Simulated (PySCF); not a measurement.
# Geometry relaxation, with input and output: C$_{2}$H$_{6}$Cl$_{3}$NZr

System: C$_{2}$H$_{6}$Cl$_{3}$NZr (Zr(NMe2)Cl3).
Method: PBE0-D3(BJ)/def2-SVP geometry optimisation, gas phase (PySCF 2.14.0).

It belongs to a series of runs on one base structure; here: one ligand: Cl to NMe2.

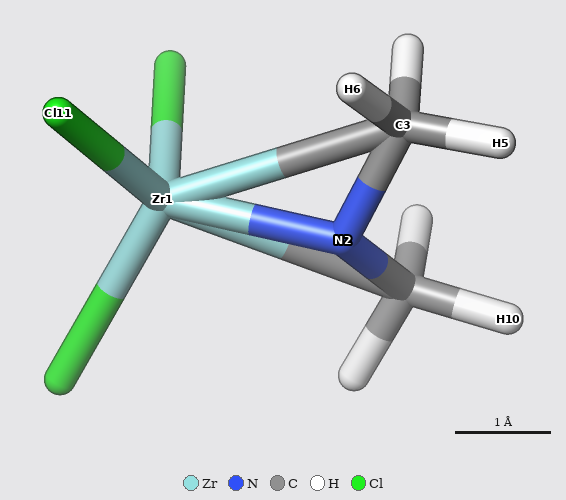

The structure as given in the input (stick view, seen at a tilt; atoms are numbered from 1 in the order of the input). Sticks mark near contacts. Bond lengths as drawn: Cl–Zr 2.19 to 2.36 Å, C–H 1.07 to 1.16 Å, C–N 1.36 to 1.43 Å, C–Zr 2.75 to 2.82 Å and N–Zr 1.96 Å.

## Summary

| quantity | value |
| --- | --- |
| outcome | converged |
| total energy | −1561.367295 hartree |
| dipole moment | 3.62 D |
| point group | C1 |
| hardware | 1 CPU thread, shared host |
| wall time | 5.3 min |
| peak memory | 0.66 GiB |

## Input
```
{"job": {"xc": "PBE0", "basis": "def2-SVP", "d3": "d3bj", "grid": 1, "maxiter": 30, "shake": 0.03, "kind": "geom"}, "charge": 0, "multiplicity": 1}
Zr     0.151280     0.085550    -1.628580
N      0.266690     0.506240     0.285810
C      1.025520    -0.534030     0.900540
C     -0.931570     0.635050     0.915080
H      1.269280    -0.294080     1.947310
H      2.042540    -0.593480     0.402160
H      0.594070    -1.512960     0.897870
H     -1.582720     1.403120     0.382230
H     -1.572210    -0.327540     0.969100
H     -0.931660     0.935330     2.003520
Cl     2.049880    -0.219560    -2.675990
Cl    -1.246450     1.658550    -2.694250
Cl    -1.104050    -1.794300    -1.682580
```

The first line tells a small driver script what to run in PySCF; the rest is the geometry in Å.

Launch command:
```bash
OMP_NUM_THREADS=1 python <driver script> task.json out
```

## Log
```
step   0  E = -1561.32548099  max force = 0.098435
step   1  E = -1561.35192800  max force = 0.025133
step   2  E = -1561.35562884  max force = 0.015645
step   3  E = -1561.35957661  max force = 0.015937
step   4  E = -1561.36091260  max force = 0.017745
step   5  E = -1561.36232388  max force = 0.012727
step   6  E = -1561.36335226  max force = 0.010164
step   7  E = -1561.36396876  max force = 0.013969
step   8  E = -1561.36431791  max force = 0.019102
step   9  E = -1561.36516493  max force = 0.008231
step  10  E = -1561.36576976  max force = 0.007050
step  11  E = -1561.36612883  max force = 0.004990
step  12  E = -1561.36650106  max force = 0.003553
step  13  E = -1561.36667444  max force = 0.002890
step  14  E = -1561.36686318  max force = 0.001916
step  15  E = -1561.36700691  max force = 0.001935
step  16  E = -1561.36718794  max force = 0.002006
step  17  E = -1561.36726515  max force = 0.001510
step  18  E = -1561.36729344  max force = 0.000372
step  19  E = -1561.36729450  max force = 0.000185
optimisation converged
```

## Trajectory as extended XYZ (Å, eV, eV/Å), 17 of the 20 frames kept, from step=0 to step=19
```
13
Properties=species:S:1:pos:R:3:forces:R:3 step=0 energy=-42485.83037
Zr    0.1513    0.0856   -1.6286   -2.5671   1.9973  -0.1903
N     0.2667    0.5062    0.2858    1.8536  -0.9251  -0.0314
C     1.0255   -0.5340    0.9005    3.1830   0.8438  -0.0453
C    -0.9316    0.6351    0.9151   -5.0617   0.8467   1.5397
H     1.2693   -0.2941    1.9473   -0.0248   0.0927   0.1962
H     2.0425   -0.5935    0.4022   -0.7145  -0.1804   0.3920
H     0.5941   -1.5130    0.8979   -0.8313  -1.1378  -0.0745
H    -1.5827    1.4031    0.3822    0.4793  -0.6582   0.6265
H    -1.5722   -0.3275    0.9691    0.7412   0.8142  -0.2775
H    -0.9317    0.9353    2.0035    0.5291   0.1670  -0.6050
Cl    2.0499   -0.2196   -2.6760    3.0733  -0.4924  -1.5475
Cl   -1.2465    1.6585   -2.6942    0.1158   0.1414  -0.0132
Cl   -1.1040   -1.7943   -1.6826   -0.7760  -1.5093   0.0303
13
Properties=species:S:1:pos:R:3:forces:R:3 step=1 energy=-42486.55003
Zr    0.1010    0.0978   -1.6799   -0.1260   0.2690  -0.0425
N     0.2571    0.4897    0.3099    0.1864  -0.9434  -1.1681
C     1.0903   -0.5453    0.9008    0.5287   0.1858   0.3633
C    -0.9964    0.6681    0.9652   -1.2924  -0.0181   0.8215
H     1.3582   -0.3021    1.9475   -0.1186   0.0360  -0.0139
H     2.0692   -0.6202    0.3903   -0.1567   0.0125  -0.1320
H     0.6212   -1.5489    0.9042   -0.0765   0.0301   0.0592
H    -1.6349    1.4284    0.4812    0.2528   0.0220  -0.1040
H    -1.6140   -0.2621    1.0078    0.2166   0.0584  -0.1161
H    -0.9299    0.9731    2.0310    0.3975   0.1488  -0.1516
Cl    2.1673   -0.2293   -2.7995   -0.2661   0.0632   0.2347
Cl   -1.2932    1.7016   -2.7090    0.2129  -0.0753   0.1680
Cl   -1.1653   -1.9026   -1.7275    0.2415   0.2110   0.0816
13
Properties=species:S:1:pos:R:3:forces:R:3 step=2 energy=-42486.65073
Zr    0.0602    0.1014   -1.6885    0.1529   0.0974  -0.2519
N     0.2456    0.4560    0.2789   -0.1630  -0.8045  -0.3724
C     1.1064   -0.5492    0.8868    0.1824   0.0920   0.2712
C    -0.9995    0.6601    0.9806   -0.3831   0.0317   0.3746
H     1.3843   -0.2824    1.9245   -0.0543   0.1089  -0.0534
H     2.0595   -0.6260    0.3403    0.0146  -0.0509  -0.0895
H     0.6381   -1.5562    0.9288    0.0111   0.1172   0.0128
H    -1.6153    1.4301    0.4950    0.0565   0.1036  -0.0743
H    -1.6141   -0.2603    1.0317    0.0376  -0.0856  -0.0340
H    -0.8654    0.9734    2.0326    0.2580   0.1447  -0.0655
Cl    2.1261   -0.2153   -2.8064   -0.2015   0.0508   0.1822
Cl   -1.3205    1.7225   -2.6606   -0.0197   0.1443   0.0333
Cl   -1.1746   -1.9062   -1.7217    0.1085   0.0504   0.0669
13
Properties=species:S:1:pos:R:3:forces:R:3 step=4 energy=-42486.79451
Zr   -0.1415    0.0802   -1.7651    0.0879   0.0914  -0.2008
N     0.1998    0.3140    0.1673   -0.5712  -0.3384   0.7878
C     1.1760   -0.5448    0.8209   -0.1428  -0.0375  -0.0466
C    -0.9434    0.6308    1.0547    0.9125   0.1570  -0.7164
H     1.4836   -0.1314    1.7969    0.1105   0.1693  -0.0662
H     2.0704   -0.6616    0.1930    0.0832  -0.0257   0.0163
H     0.7561   -1.5501    1.0284    0.0496   0.0357  -0.0457
H    -1.5402    1.4329    0.5997   -0.1646  -0.0103   0.0645
H    -1.5682   -0.2592    1.2263   -0.0929  -0.0402   0.1278
H    -0.5432    0.9978    2.0119   -0.1260   0.0576   0.1253
Cl    1.8925   -0.1884   -2.9077    0.0473   0.0021  -0.0172
Cl   -1.5538    1.8109   -2.4862   -0.1168   0.0591  -0.0223
Cl   -1.2575   -1.9831   -1.7178   -0.0765  -0.1200  -0.0065
13
Properties=species:S:1:pos:R:3:forces:R:3 step=5 energy=-42486.83291
Zr   -0.2895    0.0021   -1.7972   -0.0124   0.0527   0.3074
N     0.1719    0.2413    0.1204   -0.5188  -0.0719   0.4599
C     1.2292   -0.5102    0.7719   -0.0204  -0.0065  -0.1184
C    -0.8714    0.6510    1.0812    0.6545   0.0664  -0.5049
H     1.5698    0.0212    1.6774    0.1277   0.0591  -0.0568
H     2.0916   -0.6551    0.1034   -0.0068   0.0373  -0.0014
H     0.8768   -1.5073    1.0927   -0.0139  -0.0444   0.0338
H    -1.5156    1.4323    0.6510   -0.0751  -0.0839  -0.0278
H    -1.4864   -0.2093    1.4000   -0.0049   0.0398   0.0687
H    -0.3668    1.0846    1.9622   -0.1604   0.0190   0.0616
Cl    1.7126   -0.2424   -2.9830    0.1085  -0.0131  -0.0907
Cl   -1.7637    1.7447   -2.3911   -0.0091  -0.0432  -0.0597
Cl   -1.3278   -2.1050   -1.6667   -0.0689  -0.0113  -0.0717
13
Properties=species:S:1:pos:R:3:forces:R:3 step=6 energy=-42486.86090
Zr   -0.3601   -0.0677   -1.7837    0.0284   0.0544   0.5226
N     0.1551    0.2155    0.1257   -0.3346  -0.1053  -0.1891
C     1.2621   -0.4921    0.7437   -0.0453   0.1507  -0.0493
C    -0.8366    0.6894    1.0867    0.3247  -0.0374  -0.0019
H     1.6446    0.1008    1.5935    0.1241  -0.0284  -0.0295
H     2.0900   -0.6513    0.0336   -0.0790   0.0450   0.0046
H     0.9524   -1.4785    1.1304   -0.0287  -0.0517   0.0734
H    -1.5142    1.4367    0.6446    0.0138  -0.0884  -0.0693
H    -1.4403   -0.1418    1.5012    0.0314   0.0550  -0.0103
H    -0.3131    1.1758    1.9310   -0.0988   0.0550  -0.0228
Cl    1.6271   -0.3134   -2.9956    0.0789  -0.0111  -0.0867
Cl   -1.8586    1.6608   -2.3723    0.0359  -0.0927  -0.0637
Cl   -1.3781   -2.1863   -1.6166   -0.0508   0.0548  -0.0780
13
Properties=species:S:1:pos:R:3:forces:R:3 step=7 energy=-42486.87767
Zr   -0.5264   -0.2470   -1.7319    0.0984  -0.0012   0.3400
N     0.1011    0.1494    0.1204    0.4068  -0.3293  -0.4080
C     1.3065   -0.4308    0.6873    0.1364   0.1668  -0.3473
C    -0.7288    0.7697    1.0993   -0.7091   0.3593   0.7183
H     1.7763    0.3034    1.3679    0.0162  -0.1087   0.0242
H     2.0399   -0.6489   -0.1053   -0.0379  -0.0804   0.0343
H     1.1068   -1.3647    1.2401   -0.0402   0.0210   0.1067
H    -1.4783    1.4331    0.6391   -0.0211  -0.0335  -0.0208
H    -1.2766    0.0396    1.7328    0.0679  -0.0161  -0.1198
H    -0.1414    1.3874    1.8075    0.0653   0.0548  -0.1944
Cl    1.4302   -0.5067   -3.0051   -0.0452   0.0078  -0.0257
Cl   -2.0665    1.4419   -2.3421    0.1048  -0.1657  -0.0420
Cl   -1.5121   -2.3786   -1.4877   -0.0423   0.1251  -0.0655
13
Properties=species:S:1:pos:R:3:forces:R:3 step=8 energy=-42486.88717
Zr   -0.5866   -0.3579   -1.6562    0.2695   0.0111   0.3533
N     0.0948    0.1299    0.1616    0.2797  -0.4248  -0.9823
C     1.3539   -0.4087    0.6538   -0.1831   0.3443  -0.0036
C    -0.7133    0.8467    1.0906   -0.4558   0.2078   0.9075
H     1.8819    0.3764    1.2265    0.0371  -0.1015   0.0537
H     2.0102   -0.6837   -0.1863   -0.0567  -0.0844   0.0214
H     1.2112   -1.2948    1.2969    0.0007   0.0366   0.0694
H    -1.4967    1.4339    0.5834    0.0489  -0.0217  -0.0366
H    -1.2272    0.1845    1.8196    0.0498  -0.0357  -0.1072
H    -0.1231    1.5496    1.7108    0.0880   0.0746  -0.2204
Cl    1.3406   -0.6341   -2.9768   -0.0660   0.0066  -0.0147
Cl   -2.1336    1.2811   -2.3451    0.0485  -0.0978  -0.0144
Cl   -1.5815   -2.4751   -1.3566   -0.0606   0.0848  -0.0261
13
Properties=species:S:1:pos:R:3:forces:R:3 step=10 energy=-42486.92668
Zr   -0.6501   -0.5404   -1.5664    0.0940  -0.1465  -0.3625
N     0.0905    0.0868    0.1514    0.0018   0.3335   0.2973
C     1.3750   -0.3352    0.6579    0.1488  -0.1514   0.0620
C    -0.6627    0.9484    1.0447   -0.1700  -0.0929  -0.1522
H     1.9407    0.5215    1.0644   -0.0174   0.0594  -0.0281
H     1.9872   -0.7695   -0.1469   -0.0141  -0.0695  -0.0014
H     1.2843   -1.0890    1.4620   -0.0398   0.0265   0.0059
H    -1.4986    1.4218    0.5048   -0.0274  -0.0173   0.0225
H    -1.0924    0.3930    1.8969    0.0779  -0.0206   0.0670
H    -0.0303    1.7615    1.4386    0.0596   0.0192  -0.0088
Cl    1.2097   -0.8860   -2.9690   -0.0178  -0.0039   0.0350
Cl   -2.2012    1.0309   -2.3604   -0.0342   0.0502   0.0404
Cl   -1.7215   -2.5960   -1.1558   -0.0615   0.0131   0.0231
13
Properties=species:S:1:pos:R:3:forces:R:3 step=11 energy=-42486.93645
Zr   -0.6242   -0.5516   -1.5749    0.0375  -0.0522  -0.2566
N     0.0959    0.0988    0.1478   -0.0629   0.2274   0.1863
C     1.3686   -0.3346    0.6762    0.0669  -0.1260   0.0971
C    -0.6712    0.9598    1.0310   -0.0124  -0.1252  -0.1727
H     1.9414    0.5194    1.0807    0.0002   0.0391  -0.0777
H     1.9783   -0.7991   -0.1141    0.0088  -0.0339   0.0221
H     1.2515   -1.0699    1.4941   -0.0298   0.0066  -0.0011
H    -1.5091    1.4204    0.4846   -0.0337  -0.0128   0.0243
H    -1.0914    0.4037    1.8873    0.0566   0.0018   0.0697
H    -0.0376    1.7778    1.4138   -0.0014   0.0366   0.0267
Cl    1.2363   -0.9235   -2.9654    0.0193  -0.0155   0.0262
Cl   -2.1622    1.0227   -2.3911   -0.0216   0.0386   0.0480
Cl   -1.7456   -2.5762   -1.1477   -0.0275   0.0156   0.0078
13
Properties=species:S:1:pos:R:3:forces:R:3 step=12 energy=-42486.94658
Zr   -0.5380   -0.5185   -1.6331   -0.0760   0.1520  -0.0274
N     0.1059    0.1344    0.1268   -0.0520  -0.1000   0.0230
C     1.3317   -0.3564    0.7233   -0.0809  -0.0446   0.0981
C    -0.7007    0.9497    1.0141    0.1827  -0.0377  -0.0575
H     1.9082    0.4744    1.1704    0.0446   0.0013  -0.1078
H     1.9677   -0.8538   -0.0261   -0.0051   0.0284   0.0036
H     1.1280   -1.0844    1.5308   -0.0173  -0.0039  -0.0017
H    -1.5336    1.4192    0.4697   -0.0216  -0.0269   0.0050
H    -1.1170    0.3568    1.8489    0.0099   0.0130   0.0120
H    -0.0741    1.7552    1.4384   -0.1063   0.0532   0.0320
Cl    1.3537   -0.9378   -2.9590    0.0638  -0.0097  -0.0062
Cl   -2.0368    1.0906   -2.4592    0.0043  -0.0014   0.0241
Cl   -1.7646   -2.4816   -1.2228    0.0539  -0.0237   0.0028
13
Properties=species:S:1:pos:R:3:forces:R:3 step=13 energy=-42486.95130
Zr   -0.5502   -0.5204   -1.6299   -0.0278   0.1486   0.0424
N     0.0998    0.1265    0.1325   -0.0175  -0.1170  -0.0357
C     1.3349   -0.3573    0.7154   -0.0674  -0.0196   0.0071
C    -0.6962    0.9473    1.0190    0.0761   0.0322   0.0004
H     1.9188    0.4808    1.1383    0.0340  -0.0111  -0.0643
H     1.9567   -0.8535   -0.0463    0.0145  -0.0072   0.0292
H     1.1469   -1.0815    1.5296   -0.0076   0.0087   0.0059
H    -1.5369    1.4050    0.4759   -0.0323  -0.0243   0.0294
H    -1.1018    0.3660    1.8677    0.0074  -0.0053  -0.0086
H    -0.0776    1.7657    1.4322   -0.0633   0.0258  -0.0089
Cl    1.3482   -0.9248   -2.9537    0.0333  -0.0068  -0.0026
Cl   -2.0567    1.0920   -2.4361    0.0115  -0.0188   0.0109
Cl   -1.7552   -2.4980   -1.2224    0.0391  -0.0051  -0.0052
13
Properties=species:S:1:pos:R:3:forces:R:3 step=14 energy=-42486.95643
Zr   -0.5564   -0.5199   -1.6271    0.0305   0.0985   0.0386
N     0.0906    0.1172    0.1376    0.0499  -0.0985  -0.0366
C     1.3342   -0.3598    0.7071   -0.0045   0.0156  -0.0541
C    -0.6951    0.9452    1.0216   -0.0558   0.0941   0.0805
H     1.9373    0.4863    1.0831    0.0108  -0.0061   0.0123
H     1.9404   -0.8748   -0.0546   -0.0169  -0.0426   0.0138
H     1.1614   -1.0634    1.5419   -0.0072   0.0275   0.0199
H    -1.5587    1.3727    0.4896   -0.0287  -0.0343   0.0218
H    -1.0720    0.3789    1.8933    0.0078  -0.0271  -0.0150
H    -0.0970    1.7917    1.4078    0.0152  -0.0097  -0.0481
Cl    1.3572   -0.9074   -2.9391   -0.0135  -0.0006  -0.0039
Cl   -2.0718    1.0929   -2.4099   -0.0011  -0.0075  -0.0255
Cl   -1.7395   -2.5117   -1.2291    0.0134  -0.0093  -0.0038
13
Properties=species:S:1:pos:R:3:forces:R:3 step=15 energy=-42486.96034
Zr   -0.5526   -0.5173   -1.6282    0.0453   0.0712   0.0444
N     0.0862    0.1111    0.1412    0.0169  -0.0347   0.0033
C     1.3304   -0.3618    0.7085    0.0542   0.0075  -0.0995
C    -0.6962    0.9454    1.0226   -0.0985   0.0761   0.0402
H     1.9569    0.4867    1.0384   -0.0056  -0.0001   0.0436
H     1.9143   -0.9115   -0.0462   -0.0024  -0.0626   0.0261
H     1.1614   -1.0330    1.5700   -0.0045   0.0293   0.0173
H    -1.5836    1.3339    0.5002   -0.0302  -0.0251   0.0271
H    -1.0382    0.3913    1.9159    0.0086  -0.0238  -0.0083
H    -0.1167    1.8203    1.3718    0.0499  -0.0262  -0.0451
Cl    1.3712   -0.8994   -2.9298   -0.0402   0.0055  -0.0054
Cl   -2.0716    1.0956   -2.4024   -0.0003  -0.0037  -0.0415
Cl   -1.7309   -2.5133   -1.2398    0.0068  -0.0133  -0.0022
13
Properties=species:S:1:pos:R:3:forces:R:3 step=17 energy=-42486.96737
Zr   -0.5505   -0.4998   -1.6296    0.0076  -0.0014   0.0078
N     0.0823    0.1045    0.1474   -0.0317   0.0446   0.0379
C     1.3279   -0.3673    0.7086    0.0776  -0.0168  -0.0274
C    -0.6959    0.9455    1.0306   -0.0468  -0.0256  -0.0395
H     1.9942    0.4755    0.9700   -0.0205   0.0071   0.0157
H     1.8713   -0.9925   -0.0172   -0.0019  -0.0219   0.0061
H     1.1596   -0.9724    1.6181   -0.0102   0.0107   0.0013
H    -1.6295    1.2639    0.5418   -0.0004  -0.0006   0.0016
H    -0.9663    0.4087    1.9579    0.0146   0.0046   0.0120
H    -0.1411    1.8601    1.3080    0.0348  -0.0104   0.0025
Cl    1.3677   -0.8749   -2.9399   -0.0226   0.0067  -0.0010
Cl   -2.0736    1.1044   -2.4147    0.0036   0.0076  -0.0180
Cl   -1.7156   -2.5078   -1.2588   -0.0041  -0.0045   0.0011
13
Properties=species:S:1:pos:R:3:forces:R:3 step=18 energy=-42486.96814
Zr   -0.5620   -0.5001   -1.6254   -0.0092  -0.0066   0.0061
N     0.0809    0.1026    0.1490    0.0089  -0.0004   0.0021
C     1.3313   -0.3691    0.7026    0.0191  -0.0088   0.0100
C    -0.6882    0.9482    1.0345   -0.0141  -0.0157  -0.0156
H     2.0007    0.4742    0.9543   -0.0088   0.0023  -0.0042
H     1.8667   -1.0071   -0.0182   -0.0087   0.0026  -0.0071
H     1.1658   -0.9632    1.6199   -0.0065   0.0037   0.0011
H    -1.6283    1.2623    0.5555    0.0040   0.0075  -0.0017
H    -0.9457    0.4183    1.9696    0.0094   0.0033   0.0057
H    -0.1266    1.8629    1.2981    0.0049   0.0018   0.0079
Cl    1.3453   -0.8774   -2.9482    0.0015   0.0022  -0.0026
Cl   -2.0819    1.1042   -2.4178    0.0023   0.0060  -0.0005
Cl   -1.7274   -2.5080   -1.2515   -0.0028   0.0023  -0.0011
13
Properties=species:S:1:pos:R:3:forces:R:3 step=19 energy=-42486.96817
Zr   -0.5692   -0.4998   -1.6235   -0.0080  -0.0020   0.0095
N     0.0811    0.1001    0.1494   -0.0053   0.0025  -0.0027
C     1.3332   -0.3717    0.6995   -0.0032  -0.0079   0.0009
C    -0.6831    0.9487    1.0363    0.0053  -0.0070  -0.0034
H     2.0030    0.4721    0.9475    0.0001  -0.0005  -0.0066
H     1.8633   -1.0114   -0.0236    0.0051   0.0028   0.0018
H     1.1698   -0.9638    1.6184   -0.0030   0.0006  -0.0002
H    -1.6241    1.2659    0.5611    0.0051   0.0032  -0.0035
H    -0.9375    0.4212    1.9737    0.0036   0.0015   0.0013
H    -0.1166    1.8615    1.2969   -0.0043   0.0022   0.0062
Cl    1.3334   -0.8785   -2.9522    0.0063   0.0009  -0.0018
Cl   -2.0857    1.1098   -2.4126    0.0005   0.0004   0.0003
Cl   -1.7371   -2.5062   -1.2487   -0.0021   0.0035  -0.0019
```

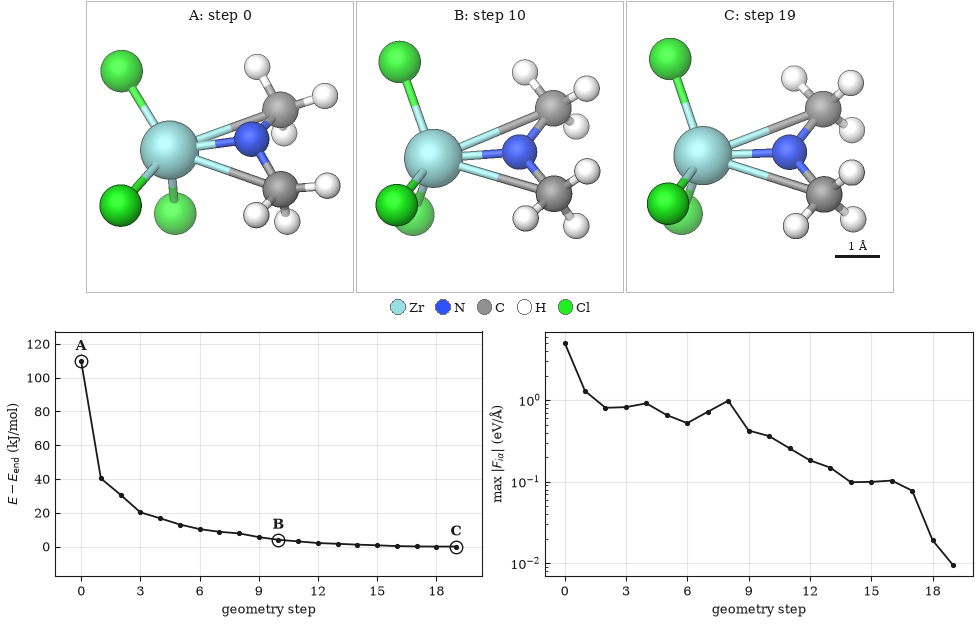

Frames of the relaxation (ball-and-stick view, seen at a tilt) above the curves, on which the letters mark them (steps are counted from 0).

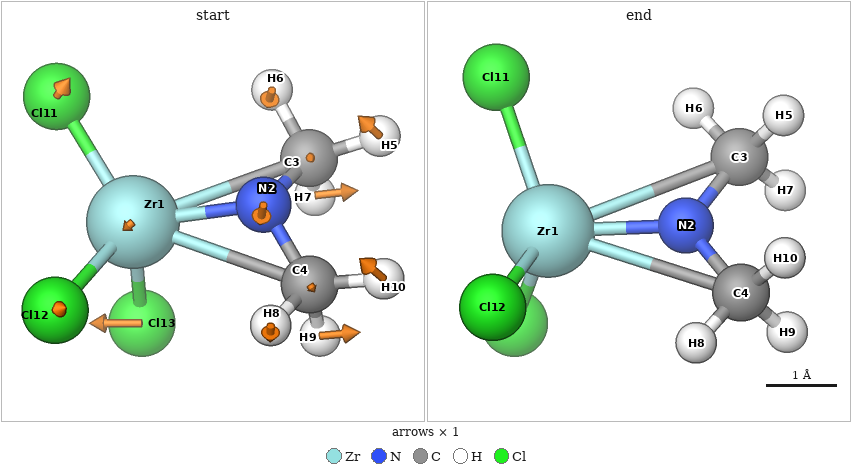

Before (left) and after (right) the relaxation, at one scale (ball-and-stick view, seen at a tilt). The orange arrows give the displacements, at true length. After 19 geometry steps the energy has fallen by 109.8 kJ/mol. Largest force component: 5.1 eV/Å at the start, 0.0095 eV/Å at the end. The atom that moves furthest after the best rigid fit is Cl13 (0.79 Å). By element the largest moves are Cl 0.79 Å, H 0.65 Å, N 0.53 Å, Zr 0.20 Å, C 0.14 Å. Distances before and after: Zr1–C3 2.747 → 3.005 Å, Zr1–C4 2.819 → 3.031 Å, Zr1–Cl11 2.190 → 2.351 Å, Zr1–Cl13 2.261 → 2.352 Å. Among the angles that change: Zr1–C4–H10 157.2° → 125.6°, Zr1–C3–H5 153.7° → 126.1°, Zr1–C3–H7 94.3° → 121.8°. (Atoms are counted from 1 in the order of the input.)
